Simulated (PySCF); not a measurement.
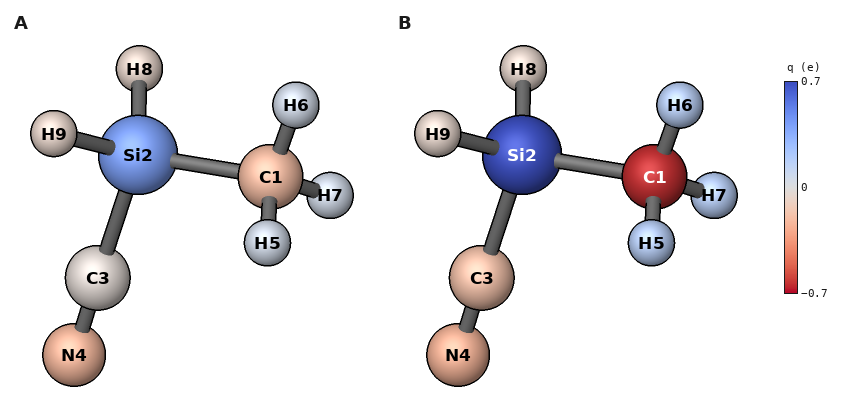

Atomic charges of one calculation by 2 schemes, on one colour scale. Computed geometry: PBE0-D3(BJ)/def2-SVP optimisation. No frequency run is at hand to confirm it as a minimum. Level of theory: PBE0/pcSseg-1 in cyclohexane (IEF-PCM) (PySCF 2.14.0).

The schemes are Hirshfeld, Mulliken. Which panel shows which?

Answer. A Hirshfeld, B Mulliken.

List the charges (e), one line for each set of equivalent atoms.

```csv
atom,Hirshfeld,Mulliken
C1,−0.20,−0.64
Si2,0.40,0.68
C3,−0.03,−0.18
N4,−0.22,−0.24
"H5, H7",0.06,0.17
H6,0.06,0.16
"H8, H9",−0.06,−0.06
```
